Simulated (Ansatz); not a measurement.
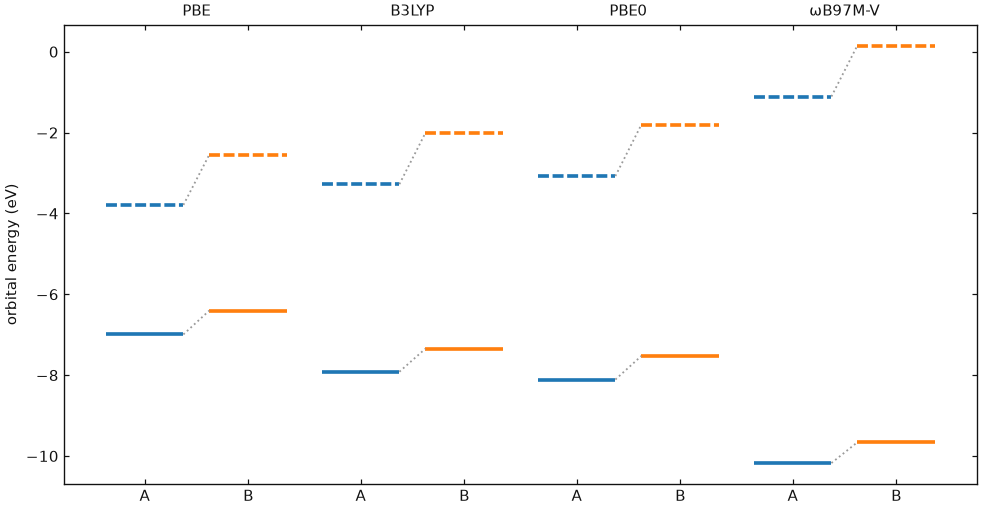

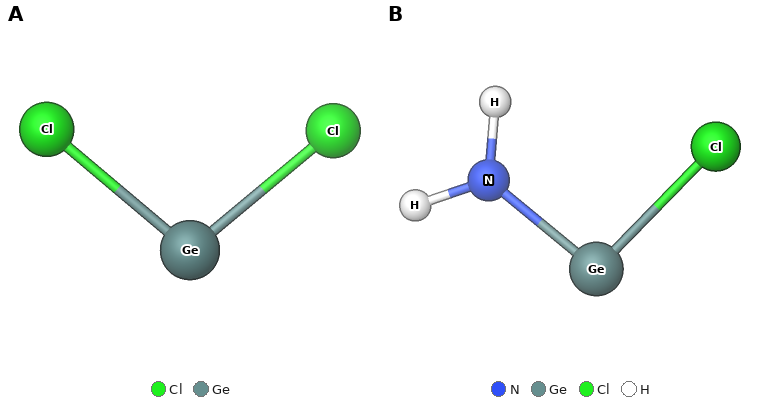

One change: A, GeCl₂ (SMILES [Cl][Ge][Cl]), becomes B, GeNH₂Cl (SMILES [NH2][Ge][Cl]). Cl on Ge is replaced by NH₂. HOMO (solid) and LUMO (dashed) computed in def2-TZVPP at PBE0-D4/def2-TZVP geometries, both minima by their frequencies, gas phase, the Ansatz code 0.2.0. Empty levels above zero depend strongly on the basis.

Question: What does the change do to HOMO and LUMO?

Answer: PBE: the HOMO rises by 0.59 eV, the LUMO rises by 1.24 eV, and the separation goes from 3.20 to 3.86 eV. B3LYP: the HOMO rises by 0.57 eV, the LUMO rises by 1.26 eV, and the separation goes from 4.64 to 5.33 eV. PBE0: the HOMO rises by 0.58 eV, the LUMO rises by 1.27 eV, and the separation goes from 5.03 to 5.72 eV. ωB97M-V: the HOMO rises by 0.51 eV, the LUMO rises by 1.26 eV, and the separation goes from 9.07 to 9.81 eV.

Question: Do the functionals agree on the effect?

Answer: They agree on the direction for both levels; the HOMO shift lies between 0.51 and 0.59 eV and the LUMO shift between 1.24 and 1.27 eV, while the separations themselves differ by up to 6.0 eV between functionals.
